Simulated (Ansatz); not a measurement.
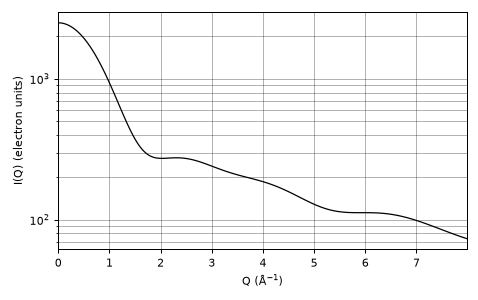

Elastic X-ray scattering of a randomly oriented, rigid molecule, calculated with the Debye equation from neutral-atom form factors (independent atoms, no Compton part, no vibration). The geometry is the end point of an optimisation (RKS BLYP/def2-SVP in Ansatz); it may be a saddle point or a higher isomer. It contains O, C, S, H.

### How many electrons does the independent-atom model of the molecule hold?

I(0) is the square of the electron number: I(0) = 2500, so about 50 electrons, the count of CH4OS2.

### What radius of gyration does the initial fall-off give?

From I(Q) ≈ I(0) exp(−Q²R²/3) at small Q, R ≈ 1.74 Å. It is larger than the electron-weighted radius of the nuclear positions alone (1.58 Å), because each atom's electron cloud adds to it.
